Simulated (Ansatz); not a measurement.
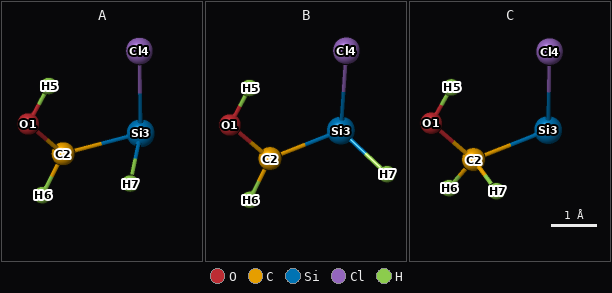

3 geometries from a converged minimum-energy path of CH3ClOSi, shuffled. The picture is a ball-and-stick view, seen at a tilt.

The calculation used RKS PBE-D4/6-31G (Ansatz 0.2.0). Run with 5 movable images; climbing image; force threshold 0.05 eV/Å; iteration limit 60; starting path through a guess of the saddle point.

> Which frame is the top of the path?

A. In order along the path, whose images run from 0 to 6: B (image 0, 0.0 kJ/mol), A (image 3, +26.7 kJ/mol), C (image 5, −31.5 kJ/mol). A hydrogen atom shifts from one atom to another. Breaking: Si3–H7 (1.53 → 1.67 at the top → 2.47 Å). Forming: C2–H7 (2.69 → 1.76 at the top → 1.12 Å).
